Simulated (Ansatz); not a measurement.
# Converging the plane-wave cutoff: Ni3Ge (P4mm, 4 atoms in the cell)

```xyz
4
Lattice="3.5409 0.0000 0.0000 0.0000 3.5409 0.0000 0.0000 0.0000 3.5409" Properties=species:S:1:pos:R:3 pbc="T T T"
Ni     1.7705     0.0000     1.7705
Ni     0.0500     1.7705     1.7705
Ni     1.7705     1.7705     0.0000
Ge     0.0000     0.0000     0.0000
```

Method of the run: PBEsol, default PAW files made with PBE (plane waves; Ansatz, an electronic-structure program).

Base settings: basis.ecutwfc = 420 eV; kpoints.mp_grid.grid = 9 9 9; hamiltonian.xc = pbesol; hamiltonian.pseudopotentials = {kind: paw} (the program's default PAW files); scf.occupations.method = gaussian; scf.occupations.width = 0.1 eV.

The second cell is the first with its lattice scaled by 0.98.

The mesh stays at the base's, so the ladder's end is converged at best in this setting alone.

The first pressure column holds Ansatz's estimate of the finite-basis (Pulay) stress, which hides part of the cutoff error; the other is without it.

Only quantities that move along the ladder and can be compared are tabulated.

The count of work is k-points × plane waves × bands × iterations; it is no time. 

The starting cell comes from a database of computed structures (which also holds hypothetical and non-ambient phases and stackings), without a prior relaxation at this level. Its lattice was rescaled by up to half a per cent. One atom was moved a little off its site on purpose. Spin polarisation is off.

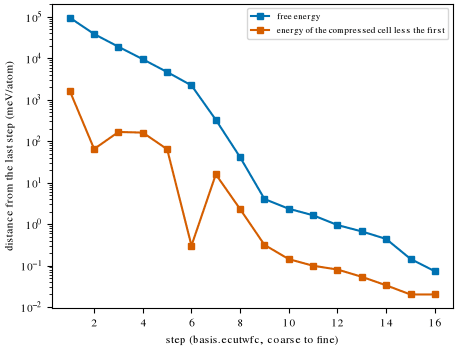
Fig. 1. Distance from the last step along the ladder; very small values are drawn at a floor.

| basis.ecutwfc | free energy less the last step's (meV/atom) | energy of the compressed cell less the first (meV/atom) | pressure (GPa) | pressure without the Pulay estimate (GPa) | largest difference of a force vector from the last step's (eV/Å) | count of work / last |
|---|---|---|---|---|---|---|
| 145 eV | 96109.07 | 1652.00 | 155.50 | -4795.19 | 9.037 | 0.083 |
| 170 eV | 38672.52 | 81.48 | 5.51 | -2250.44 | 2.363 | 0.13 |
| 190 eV | 19068.38 | -151.00 | -20.71 | -1245.31 | 0.018 | 0.087 |
| 210 eV | 9528.97 | -145.12 | -24.58 | -696.26 | 0.746 | 0.11 |
| 230 eV | 4678.49 | -47.68 | -7.72 | -382.18 | 0.417 | 0.13 |
| 250 eV | 2225.15 | 16.19 | 3.29 | -205.06 | 0.149 | 0.12 |
| 295 eV | 329.19 | 32.39 | 1.42 | -43.51 | 0.031 | 0.15 |
| 335 eV | 40.98 | 18.79 | -2.45 | -9.73 | 0.017 | 0.17 |
| 380 eV | 4.03 | 16.81 | -2.68 | -3.17 | 0.001 | 0.20 |
| 420 eV | 2.34 | 16.64 | -2.71 | -2.77 | 0.000 | 0.24 |
| 460 eV | 1.63 | 16.60 | -2.72 | -2.81 | 0.000 | 0.32 |
| 505 eV | 0.95 | 16.58 | -2.73 | -2.77 | 0.000 | 0.37 |
| 565 eV | 0.67 | 16.55 | -2.73 | -2.75 | 0.000 | 0.42 |
| 630 eV | 0.44 | 16.53 | -2.74 | -2.76 | 0.000 | 0.49 |
| 735 eV | 0.14 | 16.51 | -2.74 | -2.75 | 0.000 | 0.62 |
| 840 eV | 0.07 | 16.50 | -2.74 | -2.75 | 0.000 | 0.78 |
| 1010 eV | 0.00 | 16.50 | -2.74 | -2.74 | 0.000 | 1.0 |

Coarsest basis.ecutwfc that holds the pressure within 1 GPa of the last step, with all finer ones: 335 eV, at 0.17 of the last step's count of work; the step before is off by 4.2 GPa.

Coarsest basis.ecutwfc that holds the energy of the compressed cell less the first within 2 meV/atom of the last step, with all finer ones: 380 eV, at 0.20 of the last step's count of work; the step before is off by 2.3 meV/atom.

Coarsest basis.ecutwfc that holds the pressure without the Pulay estimate within 0.1 GPa of the last step, with all finer ones: 420 eV, at 0.24 of the last step's count of work; the step before is off by 0.43 GPa.

The energy difference between the two cells stays within 1 meV/atom of the last step's from 380 eV on, the total only from 505 eV on: much of the error is common to both cells and cancels.

At the lowest cutoff the pressure without the Pulay estimate lies 4790 GPa under the last step's, the usual sign of Pulay stress in an incomplete plane-wave basis.

Keys are those of Ansatz 0.2.
